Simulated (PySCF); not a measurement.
# Accurate constants of N₂+, step by step

Aim: bond length, wavenumber and bond energy of N₂+ near the limit of CCSD(T), built from two basis sets and any small corrections listed.

Computed with PySCF 2.14.0. Level: CCSD(T) on ROHF, no relativity in the base curves; scalar relativity is added as a correction.

**1. Set-up**

```
molecule             : N₂+
state                : doublet, unpaired electrons σ ↑
smaller basis        : N cc-pVTZ
larger basis         : N cc-pVQZ
frozen core orbitals : 2
extrapolation        : correlation as n⁻³ (n = 3, 4), Hartree–Fock as (n+1)·exp(−9√n)
corrections          : core–valence correlation, scalar relativity
distances (Å)        : 0.9747, 1.0190, 1.0633, 1.1076, 1.1519, 1.2073, 1.2627
masses (u)           : 14.0031, 14.0031
dissociation limit   : N+ + N
```

Started as:

```sh
$ OMP_NUM_THREADS=4 python comp.py task.json out
```

**2. Coupled cluster at each distance**

The logs of the single runs were not kept.

Parts of the energy along the bond, in eV from N+ + N:

| R (Å) | HF/CBS | CCSD corr. | (T) | core–valence | relativity | total |
| --- | --- | --- | --- | --- | --- | --- |
| 0.9747 | -2.066 | -4.394 | -0.4449 | -0.0757 | 0.0027 | -6.978 |
| 1.0190 | -2.908 | -4.577 | -0.4915 | -0.0612 | 0.0057 | -8.031 |
| 1.0633 | -3.243 | -4.764 | -0.5405 | -0.0485 | 0.0078 | -8.588 |
| 1.1076 | -3.202 | -4.955 | -0.5921 | -0.0375 | 0.0092 | -8.777 |
| 1.1519 | -2.888 | -5.148 | -0.6459 | -0.0278 | 0.0099 | -8.700 |
| 1.2073 | -2.228 | -5.394 | -0.7162 | -0.0175 | 0.0103 | -8.346 |
| 1.2627 | -1.378 | -5.643 | -0.7900 | -0.0088 | 0.0101 | -7.810 |

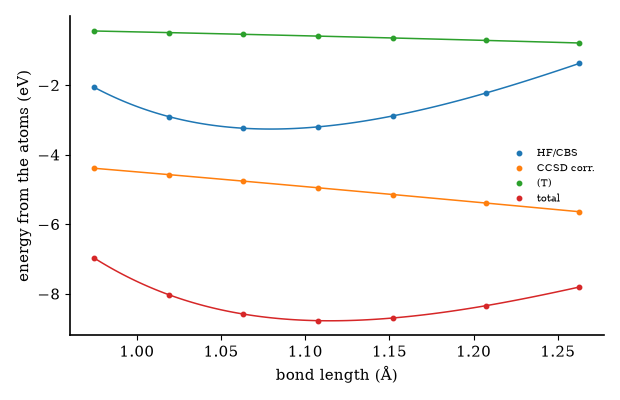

Mean field, correlation, triples and their sum against distance.

The whole job (state search and all levels along the bond) took 5.4 min on 4 threads of AMD EPYC 9R45 96-Core (shared host), peak memory 8 GiB.

**3. Results**

| level | Re (Å) | ωe (cm⁻¹) | ωexe (cm⁻¹) | αe (cm⁻¹) | De (eV) |
| --- | --- | --- | --- | --- | --- |
| CCSD(T)/cc-pVTZ(-PP) | 1.1227 | 2192.6 | 15.8 | 0.0185 | 8.400 |
| CCSD(T)/cc-pVQZ(-PP) | 1.1186 | 2208.5 | 15.7 | 0.0184 | 8.620 |
| HF/CBS | 1.0794 | 2567.5 | 12.8 | 0.0155 | 3.265 |
| MP2/CBS | 1.1346 | 2049.2 | 18.3 | 0.0207 | 9.909 |
| CCSD/CBS | 1.1076 | 2305.8 | 14.6 | 0.0174 | 8.157 |
| CCSD(T)/CBS | 1.1167 | 2219.0 | 15.6 | 0.0184 | 8.754 |
| CCSD(T)/CBS+CV | 1.1149 | 2227.9 | 15.6 | 0.0184 | 8.790 |
| CCSD(T)/CBS+CV+SR | 1.1147 | 2226.9 | 15.6 | 0.0184 | 8.780 |

The last step gives Re = 1.1147 Å, ωe = 2226.9 cm⁻¹ and De = 8.780 eV; the smaller basis alone is off from it by +8.0 mÅ and -0.38 eV. Near the minimum the mean field binds by 3.20 eV and correlation adds 5.55 eV of binding. T1 is 0.022. Spin–orbit coupling and excitations beyond (T) are left out.
